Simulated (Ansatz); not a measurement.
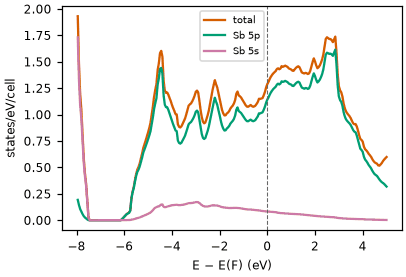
*Total and projected density of states of Sb (hcp (Mg type), space group No. 194), LDA (plane waves, PAW; program Ansatz)*

**Question.** Which orbitals carry the states next to the Fermi level?

**Answer.** Within 0.5 eV of the Fermi level: Sb 5p 89 %, Sb 5s 7 %. Projections are on Löwdin-orthogonalised atomic valence shells; empty p or d shells of many metals are not among them.

Space group P6_3/mmc (hcp (Mg type)). The workflow started from an entry of the Crystallography Open Database (COD), which files this formula under 5 space groups. It is not the phase usual at ambient conditions (space group No. 166). The cell was relaxed with LDA under the symmetry of its start; its stability against distortions is not shown here. Spin–orbit coupling is left out wherever it is not named.

Potentials: the later of the program's two PAW sets.
